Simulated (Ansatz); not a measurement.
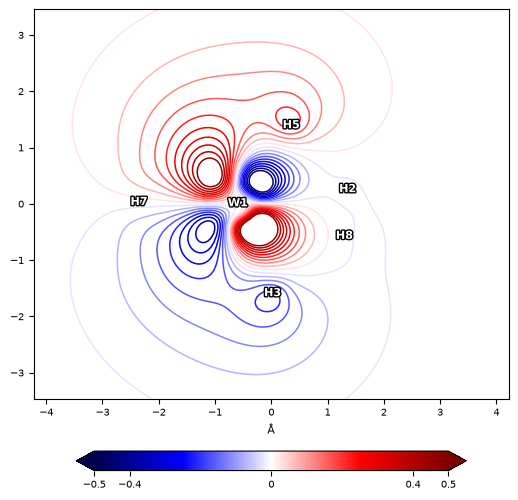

Figure. H7W (doublet). One frontier orbital on the plane of atoms H2, W1 and H7 (values in Å⁻³ᐟ²; the overall sign is arbitrary).

Core potentials replace the inner electrons of W.

Level of theory: UKS PBE0-D4/def2-SVP in Ansatz 0.2.0.

The calculation's input:

```
crystal:
  periodic: [false, false, false]
  atoms:
    - { symbol: W, position_ang: [0.0, 0.0, -0.512375] }
    - { symbol: H, position_ang: [-1.0e-06, 0.0, 1.20857] }
    - { symbol: H, position_ang: [1.372919, 0.0, 0.442777] }
    - { symbol: H, position_ang: [0.0, 1.372919, 0.442777] }
    - { symbol: H, position_ang: [-1.372919, 0.0, 0.442777] }
    - { symbol: H, position_ang: [0.0, -1.372919, 0.442777] }
    - { symbol: H, position_ang: [0.0, 0.0, -2.354983] }
    - { symbol: H, position_ang: [0.0, 0.0, 3.067678] }
magnetization:
  spin_polarized: true
  initial_magnetization: 1
basis:
  gaussian: { orbitals: def2-SVP }
hamiltonian:
  xc: pbe0
  dispersion: d4
relax:
  f_tol: 0.03
  max_steps: 50
output:
  orbitals: {}
```

Launched as:

```sh
ansatz run input.yaml --threads 1 --pin off --max-ram 2048MiB --backend cpu --events-out ev --progress --plain --runs-dir out
```

The fields are those of the run's last geometry, not of the input's.

> Which orbital is it: HOMO (α) or LUMO (α)?

The LUMO (α), at −2.45 eV. It lies mainly on W1 (about 70 %), H3 (about 10 %) and H5 (about 10 %).
